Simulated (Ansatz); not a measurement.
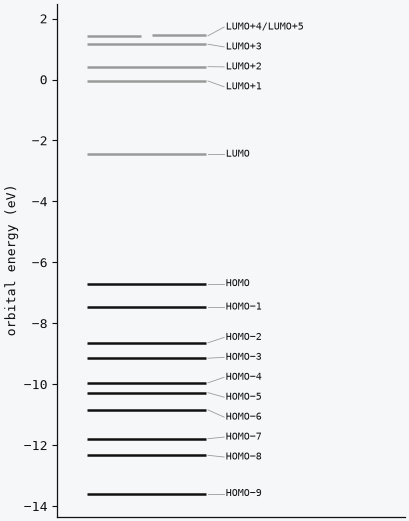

Kohn-Sham orbital energies near the frontier, PBE0/def2-TZVPP with the Ansatz code 0.2.0, at a PBE0-D4/def2-TZVP geometry (no frequency check), isolated molecule; empty levels in grey, levels within 0.03 eV side by side.

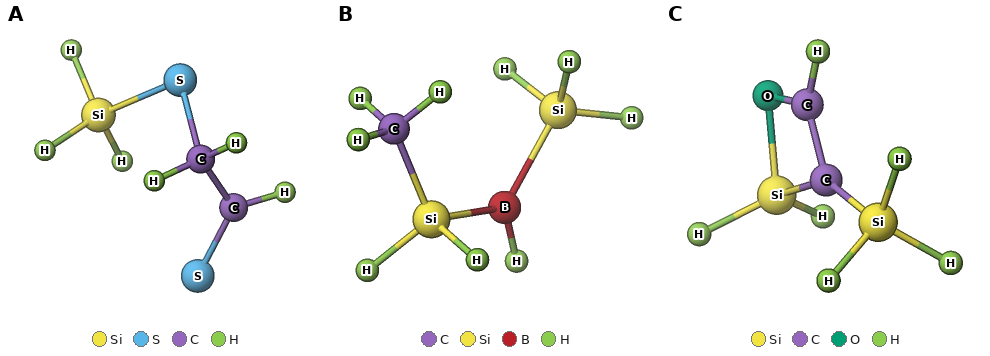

> Which molecule has this level scheme? The candidates are drawn in the second picture.

Structure A, C₂H₆S₂Si, SMILES [SiH3]SCC=S. HOMO −6.70 eV, LUMO −2.45 eV, separation 4.25 eV.

Known limits of this run: one conformer of a flexible molecule; empty levels above zero depend strongly on the basis.
